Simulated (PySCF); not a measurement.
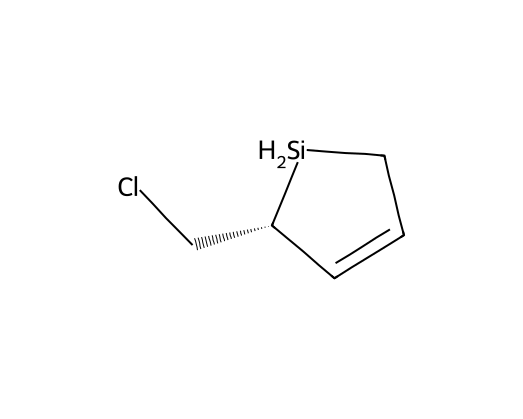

The geometry was computed by an optimisation with GFN2-xTB. No frequency run is at hand to confirm it as a minimum. Level of theory: CAM-B3LYP/def2-SVPD, gas phase (PySCF 2.14.0). Excitations: vertical, linear response.

> What is the dipole moment?

1.55 D.

> What is the lowest vertical singlet excitation?

6.86 eV.

> What is the HOMO energy (Kohn–Sham orbital)?

−8.56 eV.

> Estimate the mean static polarisability.

93.2 bohr³.

The geometry is semi-empirical. Around Si such bond lengths and angles can be off by a tenth of an ångström or more and by several degrees, and values that hang on the shape move with them.
